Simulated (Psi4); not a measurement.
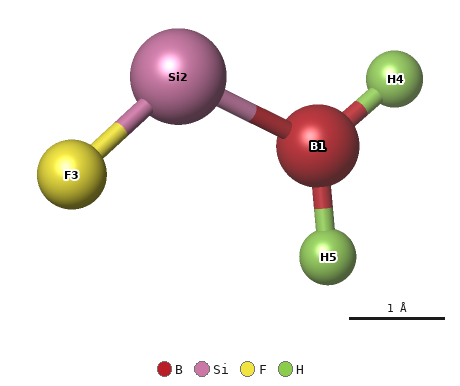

**Figure 1.** The structure (ball-and-stick view, seen at a tilt; atoms are numbered from 1 in the order of the input). Bond lengths as drawn: B–H 1.17 Å, B–Si 1.88 Å and F–Si 1.65 Å.

# Field calculation, with input and output: BSiH2F

- system: BSiH2F, multiplicity 3, SMILES B[Si]F
- method: B3LYP/aug-cc-pVTZ, UKS, dispersion D4, sfX2C, in an applied electric field (Psi4 1.11)

The geometry comes from this level: GFN2-xTB.

## Log
```
h
    h
    h

    -----------------------------------------------------------------------

    Memory:     1.5 GiB
    Threads:    1
                ecpint, einsums, f̶o̶r̶t̶e̶, gauxc, gcp, g̶d̶m̶a̶, geometric, g̶p̶u̶_̶d̶f̶c̶c̶,
                i̶n̶t̶e̶g̶r̶a̶t̶o̶r̶x̶x̶, i̶p̶i̶, libefp, m̶d̶i̶, m̶p̶2̶d̶, m̶r̶c̶c̶, ooo,
                o̶p̶e̶n̶f̶e̶r̶m̶i̶o̶n̶p̶s̶i̶4̶, pcmsolver, p̶s̶i̶4̶f̶o̶c̶k̶c̶i̶, p̶s̶i̶x̶a̶s̶,
                p̶y̶e̶i̶n̶s̶u̶m̶s̶, r̶e̶s̶p̶, s̶i̶m̶i̶n̶t̶, s̶n̶s̶m̶p̶2̶,
                v̶2̶r̶d̶m̶_̶c̶a̶s̶s̶c̶f̶

Relativistic analytic gradients are not implemented yet, re-routing to finite differences.

   => Loading Basis Set <=

    Name: AUG-CC-PVTZ
    Role: ORBITAL
    Keyword: BASIS

   => B3LYP-D4(BJ,EEQ)ATM: Empirical Dispersion <=

        a1 =       0.408680
        a2 =       4.538071
       alp =      16.000000
        s6 =       1.000000
        s8 =       2.029294
        s9 =       1.000000
        ga =       3.000000
        gc =       2.000000
        wf =       6.000000

         ---------------------------------------------------------
                                   SCF
                              UKS Reference
                        1 Threads,   1525 MiB Core
         ---------------------------------------------------------

  ==> Geometry <==

    Molecular point group: c1
    Full point group: C1

    Geometry (in Bohr), charge = 0, multiplicity = 3:

       Center              X                  Y                   Z               Mass
    ------------   -----------------  -----------------  -----------------  -----------------
         B            0.443991150000     1.295785200000    -0.234571700000    11.009305360000
         SI          -1.681894050000    -1.525897150000    -0.554936970000    27.976926534650
         F           -0.982411920000    -4.112289710000     1.056262420000    18.998403162730
         H           -0.000661400000     3.150343530000    -1.356218650000     1.007825032230
         H            2.220976220000     1.192058140000     1.089464910000     1.007825032230

  Running in c1 symmetry.

  Rotational constants: A =      0.92450  B =      0.12303  C =      0.10858 [cm^-1]
  Rotational constants: A =  27715.68253  B =   3688.33897  C =   3255.15150 [MHz]
  Nuclear repulsion =   80.824278970760929

  Charge       = 0
  Multiplicity = 3
  Electrons    = 30
  Nalpha       = 16
  Nbeta        = 14

  ==> Algorithm <==

  SCF Algorithm Type is DF.
  DIIS enabled.
  MOM disabled.
  Fractional occupation disabled.
  Guess Type is SAD.
  Energy threshold   = 1.00e-06
  Density threshold  = 1.00e-06
  Integral threshold = 1.00e-12

  ==> Primary Basis <==

  Basis Set: AUG-CC-PVTZ
    Blend: AUG-CC-PVTZ
    Number of shells: 62
    Number of basis functions: 188
    Number of Cartesian functions: 219
    Spherical Harmonics?: true
    Max angular momentum: 3

  ==> DFT Potential <==

   => LibXC <=

    Version 7.1.2

   => Composite Functional: B3LYP-D4BJEEQATM <=

    B3LYP-d4bjeeqatm Hyb-GGA Exchange-Correlation Functional

    Deriv               =              1
    GGA                 =           TRUE
    Meta                =          FALSE

    Exchange Hybrid     =           TRUE
    MP2 Hybrid          =          FALSE

   => Exchange Functionals <=

    0.0800   Slater exchange
    0.7200         Becke 88

   => Exact (HF) Exchange <=

    0.2000               HF

   => Correlation Functionals <=

    0.1900   Vosko, Wilk & Nusair (VWN5_RPA)
    0.8100   Lee, Yang & Parr

   => LibXC Density Thresholds  <==

    XC_HYB_GGA_XC_B3LYP:  1.00E-15

   => Molecular Quadrature <=

    Radial Scheme          =       TREUTLER
    Pruning Scheme         =           NONE
    Nuclear Scheme         =       TREUTLER

    Blocking Scheme        =         OCTREE
    BS radius alpha        =              1
    Pruning alpha          =              1
    Radial Points          =             75
    Spherical Points       =            302
    Total Points           =         110360
    Total Blocks           =            893
    Max Points             =            256
    Max Functions          =            188
    Weights Tolerance      =       1.00E-15

   => Loading Basis Set <=

    Name: (AUG-CC-PVTZ AUX)
    Role: JKFIT
    Keyword: DF_BASIS_SCF

   => Loading Basis Set <=

    Name: (AUG-CC-PVTZ AUX)
    Role: DECON
    Keyword: BASIS_RELATIVISTIC

  ==> Integral Setup <==

  DFHelper Memory: AOs need 0.125 GiB; user supplied 0.595 GiB.
  SCF_SUBTYPE=INCORE selected. In-core MEM_DF algorithm will be used.
  Using in-core AOs.

  ==> MemDFJK: Density-Fitted J/K Matrices <==

    J tasked:                   Yes
    K tasked:                   Yes
    wK tasked:                   No
    Memory [MiB]:               609
    Algorithm:                 Core
    Schwarz Cutoff:           1E-12
    Mask sparsity (%):       1.1883
    Fitting Condition:        1E-10

   => Auxiliary Basis Set <=

  Basis Set: (AUG-CC-PVTZ AUX)
    Blend: AUG-CC-PVTZ-JKFIT
    Number of shells: 130
    Number of basis functions: 446
    Number of Cartesian functions: 552
    Spherical Harmonics?: true
    Max angular momentum: 4

  Cached 100.0% of DFT collocation blocks in 0.522 [GiB].

 OEINTS: Using relativistic (X2C) overlap, kinetic, and potential integrals.
  Perturbing V by -0.020000 mu(z).

  perturb_with = DIPOLE         ------------------------------------------------------------
         Spin-Free X2C Integrals at the One-Electron Level (SFX2C-1e)
         ------------------------------------------------------------

  ==> X2C Options <==

    Computational Basis: AUG-CC-PVTZ
    X2C Basis: (AUG-CC-PVTZ AUX)
    The X2C Hamiltonian will be computed in the X2C Basis

    Perturbing V by -0.020000 mu(z).

    Comparing only 188 out of 241 elements of H_Dirac

    The 1-norm of |H_X2C - H_Dirac| is: 52.013944326306

    WARNING: The X2C and Dirac Hamiltonians have substatially different eigenvalues!
             This is probably caused by the recontraction of the basis set.

  Minimum eigenvalue in the overlap matrix is 7.5621241033E-05.
  Reciprocal condition number of the overlap matrix is 8.5708757308E-06.
    Using symmetric orthogonalization.

  ==> Pre-Iterations <==

  SCF Guess: Superposition of Atomic Densities via on-the-fly atomic UHF (no occupation information).

   -------------------------
    Irrep   Nso     Nmo
   -------------------------
     A        188     188
   -------------------------
    Total     188     188
   -------------------------

  ==> Iterations <==

                           Total Energy        Delta E     RMS |[F,P]|

   @DF-UKS iter SAD:  -415.35918176585380   -4.15359e+02   0.00000e+00
   @DF-UKS iter   1:  -415.78999298245458   -4.30811e-01   3.52560e-03 ADIIS/DIIS
   @DF-UKS iter   2:  -415.54594661266981    2.44046e-01   4.48403e-03 ADIIS/DIIS
   @DF-UKS iter   3:  -416.04935217415652   -5.03406e-01   6.67767e-04 ADIIS/DIIS
   @DF-UKS iter   4:  -416.05626275546723   -6.91058e-03   3.60787e-04 ADIIS/DIIS
   @DF-UKS iter   5:  -416.05729410610428   -1.03135e-03   2.08071e-04 ADIIS/DIIS
   @DF-UKS iter   6:  -416.05813084946834   -8.36743e-04   2.13913e-05 DIIS
   @DF-UKS iter   7:  -416.05814596289997   -1.51134e-05   8.11594e-06 DIIS
   @DF-UKS iter   8:  -416.05814841823002   -2.45533e-06   1.70776e-06 DIIS
   @DF-UKS iter   9:  -416.05814863074829   -2.12518e-07   6.69333e-07 DIIS
  Energy and wave function converged.

  ==> Post-Iterations <==

   Electrons on quadrature grid:
      Nalpha   =   15.9999999634 ; deviation = -3.658e-08
      Nbeta    =   13.9999999081 ; deviation = -9.193e-08
      Ntotal   =   29.9999998715 ; deviation = -1.285e-07

   @Spin Contamination Metric:   3.348631166E-03
   @S^2 Expected:                2.000000000E+00
   @S^2 Observed:                2.003348631E+00
   @S   Expected:                1.000000000E+00
   @S   Observed:                1.000000000E+00

    Orbital Energies [Eh]
    ---------------------

    Alpha Occupied:

       1A    -66.392953     2A    -24.715493     3A     -6.773067
       4A     -5.379343     5A     -3.717772     6A     -3.716393
       7A     -3.712568     8A     -1.199196     9A     -0.597853
      10A     -0.519971    11A     -0.454469    12A     -0.453563
      13A     -0.415774    14A     -0.382324    15A     -0.277506
      16A     -0.246558

    Alpha Virtual:

      17A     -0.101579    18A     -0.081135    19A     -0.059164
      20A     -0.044488    21A     -0.014159    22A     -0.000010
      23A      0.022968    24A      0.023354    25A      0.046288
      26A      0.048245    27A      0.066634    28A      0.074022
      29A      0.090041    30A      0.101419    31A      0.111961
      32A      0.114310    33A      0.135711    34A      0.138895
      35A      0.144382    36A      0.156643    37A      0.170128
      38A      0.180932    39A      0.196454    40A      0.202836
      41A      0.216991    42A      0.229148    43A      0.245603
      44A      0.252136    45A      0.262592    46A      0.268997
      47A      0.281050    48A      0.289463    49A      0.296413
      50A      0.305899    51A      0.313213    52A      0.332013
      53A      0.341681    54A      0.360846    55A      0.365243
      56A      0.381709    57A      0.382725    58A      0.392199
      59A      0.403030    60A      0.420627    61A      0.430144
      62A      0.448784    63A      0.466785    64A      0.487305
      65A      0.498352    66A      0.505209    67A      0.513145
      68A      0.564201    69A      0.583327    70A      0.644494
      71A      0.646208    72A      0.657410    73A      0.663597
      74A      0.699116    75A      0.707871    76A      0.715356
      77A      0.730207    78A      0.751537    79A      0.788818
      80A      0.807256    81A      0.843247    82A      0.863390
      83A      0.879336    84A      0.881970    85A      0.906884
      86A      0.939982    87A      0.947726    88A      0.952177
      89A      0.967735    90A      0.971353    91A      0.986437
      92A      0.998212    93A      1.033905    94A      1.063789
      95A      1.088936    96A      1.113497    97A      1.116252
      98A      1.128781    99A      1.184782   100A      1.190019
     101A      1.196860   102A      1.199826   103A      1.204485
     104A      1.232558   105A      1.251485   106A      1.280738
     107A      1.310275   108A      1.346065   109A      1.360663
     110A      1.362075   111A      1.412765   112A      1.427889
     113A      1.466534   114A      1.474037   115A      1.506016
     116A      1.551246   117A      1.583868   118A      1.657531
     119A      1.679774   120A      1.762022   121A      1.819247
     122A      1.855473   123A      1.959289   124A      1.977772
     125A      2.010972   126A      2.071189   127A      2.080379
     128A      2.221720   129A      2.226049   130A      2.263250
     131A      2.317419   132A      2.356835   133A      2.405808
     134A      2.438040   135A      2.461627   136A      2.503491
     137A      2.626149   138A      2.642475   139A      2.656903
     140A      2.683268   141A      2.684623   142A      2.702163
     143A      2.716182   144A      2.764930   145A      2.790826
     146A      2.885421   147A      2.900972   148A      3.051337
     149A      3.230466   150A      3.253043   151A      3.374944
     152A      3.415743   153A      3.497116   154A      3.612434
     155A      3.766786   156A      3.898223   157A      3.991510
     158A      4.022270   159A      4.234387   160A      4.313825
     161A      4.343897   162A      4.382431   163A      4.488093
     164A      4.502688   165A      4.594199   166A      4.635875
     167A      4.764552   168A      4.908837   169A      4.917451
     170A      4.959496   171A      5.057390   172A      5.131973
     173A      5.225176   174A      5.339777   175A      8.285458
     176A      8.287043   177A      8.366916   178A      8.394875
     179A      8.576546   180A      8.632750   181A      8.683896
     182A      8.760694   183A      8.775704   184A      8.824904
     185A      8.863452   186A      8.912180   187A     11.145629
     188A     13.473688

    Beta Occupied:

       1A    -66.388321     2A    -24.711503     3A     -6.766262
       4A     -5.373994     5A     -3.710405     6A     -3.709109
       7A     -3.705732     8A     -1.190539     9A     -0.563511
      10A     -0.505505    11A     -0.442179    12A     -0.441614
      13A     -0.382265    14A     -0.374940

    Beta Virtual:

      15A     -0.166815    16A     -0.148049    17A     -0.095135
      18A     -0.071141    19A     -0.035922    20A     -0.024914
      21A     -0.004857    22A      0.005160    23A      0.027410
      24A      0.030277    25A      0.053286    26A      0.055502
      27A      0.074403    28A      0.081937    29A      0.094943
      30A      0.109321    31A      0.116332    32A      0.117544
      33A      0.140748    34A      0.145436    35A      0.150404
      36A      0.160025    37A      0.179106    38A      0.194384
      39A      0.202815    40A      0.206484    41A      0.221988
      42A      0.233569    43A      0.248565    44A      0.257601
      45A      0.270517    46A      0.275734    47A      0.287040
      48A      0.298840    49A      0.309793    50A      0.313843
      51A      0.334561    52A      0.341721    53A      0.350138
      54A      0.371367    55A      0.376469    56A      0.393489
      57A      0.399708    58A      0.406586    59A      0.416118
      60A      0.430278    61A      0.437679    62A      0.460908
      63A      0.474423    64A      0.498249    65A      0.505006
      66A      0.514805    67A      0.521567    68A      0.569009
      69A      0.588744    70A      0.654178    71A      0.654703
      72A      0.665662    73A      0.675660    74A      0.707253
      75A      0.717827    76A      0.727001    77A      0.742055
      78A      0.759904    79A      0.796505    80A      0.816763
      81A      0.859671    82A      0.880716    83A      0.887104
      84A      0.892500    85A      0.915486    86A      0.944476
      87A      0.954561    88A      0.956698    89A      0.976962
      90A      0.979174    91A      1.002609    92A      1.008760
      93A      1.041105    94A      1.081207    95A      1.109863
      96A      1.125755    97A      1.127986    98A      1.135812
      99A      1.193160   100A      1.203208   101A      1.205859
     102A      1.209090   103A      1.218381   104A      1.252705
     105A      1.280471   106A      1.314342   107A      1.320953
     108A      1.356294   109A      1.379594   110A      1.380471
     111A      1.430682   112A      1.440077   113A      1.472313
     114A      1.482013   115A      1.518154   116A      1.566322
     117A      1.591524   118A      1.679480   119A      1.691081
     120A      1.774007   121A      1.833038   122A      1.882078
     123A      1.974291   124A      1.995608   125A      2.037461
     126A      2.089264   127A      2.097829   128A      2.237085
     129A      2.257329   130A      2.278267   131A      2.336886
     132A      2.370218   133A      2.427427   134A      2.453890
     135A      2.479555   136A      2.522140   137A      2.632382
     138A      2.647809   139A      2.660490   140A      2.690197
     141A      2.693559   142A      2.714074   143A      2.721507
     144A      2.773172   145A      2.807346   146A      2.894580
     147A      2.906206   148A      3.057083   149A      3.234846
     150A      3.258549   151A      3.380206   152A      3.423237
     153A      3.500900   154A      3.617951   155A      3.770356
     156A      3.902040   157A      3.996028   158A      4.026088
     159A      4.242519   160A      4.316193   161A      4.348545
     162A      4.387403   163A      4.490290   164A      4.510481
     165A      4.599299   166A      4.640159   167A      4.768783
     168A      4.915656   169A      4.924548   170A      4.963509
     171A      5.064951   172A      5.139051   173A      5.231299
     174A      5.347816   175A      8.292007   176A      8.293850
     177A      8.372775   178A      8.400227   179A      8.582069
     180A      8.637793   181A      8.689987   182A      8.771668
     183A      8.787263   184A      8.831616   185A      8.870190
     186A      8.918809   187A     11.155555   188A     13.479660

    Final Occupation by Irrep:
              A
    DOCC [    14 ]
    SOCC [     2 ]
    NA   [    16 ]
    NB   [    14 ]

  @DF-UKS Final Energy:  -416.05814863074829

   => Energetics <=

    Nuclear Repulsion Energy =             80.8242789707609290
    One-Electron Energy =                -735.6598542786114194
    Two-Electron Energy =                 267.9806372651079300
    DFT Exchange-Correlation Energy =     -29.1988423179904331
    Empirical Dispersion Energy =          -0.0043682700152790
    VV10 Nonlocal Energy =                  0.0000000000000000
    Total Energy =                       -416.0581486307482919

  UHF NO Occupations:
  HONO-2 :   14  A 1.9989325
  HONO-1 :   15  A 1.0000000
  HONO-0 :   16  A 1.0000000
  LUNO+0 :   17  A 0.0010675
  LUNO+1 :   18  A 0.0002793
  LUNO+2 :   19  A 0.0001524
  LUNO+3 :   20  A 0.0000883

Computation Completed

Properties will be evaluated at   0.000000,   0.000000,   0.000000 [a0]

Properties computed using the SCF density matrix

 Multipole Moments:

 ------------------------------------------------------------------------------------
     Multipole            Electronic (a.u.)      Nuclear  (a.u.)        Total (a.u.)
 ------------------------------------------------------------------------------------

 L = 1.  Multiply by 2.5417464519 to convert [e a0] to [Debye]
 Dipole X            :         27.6701181          -27.9479534           -0.2778354
 Dipole Y            :         47.7343562          -47.5518398            0.1825164
 Dipole Z            :          0.3041943            0.2976320            0.6018263
 Magnitude           :                                                    0.6875315

 ------------------------------------------------------------------------------------

	total time  =         13 seconds =       0.22 minutes
```

## Standard output
```
b3lyp-d4/aug-cc-pVTZ energy: -416.0581486307 Eh
```

The run was set up as follows.

## The input (calc.py)
```python
import psi4

psi4.set_memory('1600 MB')
psi4.set_num_threads(1)
psi4.set_output_file('run.log', False)

m = psi4.geometry("""
0 3
B      0.44399115     1.29578520    -0.23457170
Si    -1.68189405    -1.52589715    -0.55493697
F     -0.98241192    -4.11228971     1.05626242
H     -0.00066140     3.15034353    -1.35621865
H      2.22097622     1.19205814     1.08946491
units au
symmetry c1
no_reorient
no_com
""")

psi4.set_options({
    'reference': 'uks',
    'perturb_h': True,
    'perturb_with': 'dipole',
    'perturb_dipole': [-0.0, -0.0, -0.02],
    'relativistic': 'x2c',
})

e_tot = psi4.energy("b3lyp-d4/aug-cc-pVTZ")
print(f'b3lyp-d4/aug-cc-pVTZ energy: {e_tot:.10f} Eh')
```

Command:
```bash
python calc.py
```

## Key numbers

| quantity | value |
| --- | --- |
| outcome | converged |
| total energy | −416.058149 hartree |
| dispersion energy | −0.004368 hartree |
| basis functions | 188 |
| ⟨S²⟩ | 2.003 |
| dipole moment | 1.75 D |
| hardware | 1 thread of Intel Xeon (Granite Rapids), 128 GiB of memory available, shared host |
| wall time | 14 s |
| peak memory | 0.95 GiB |
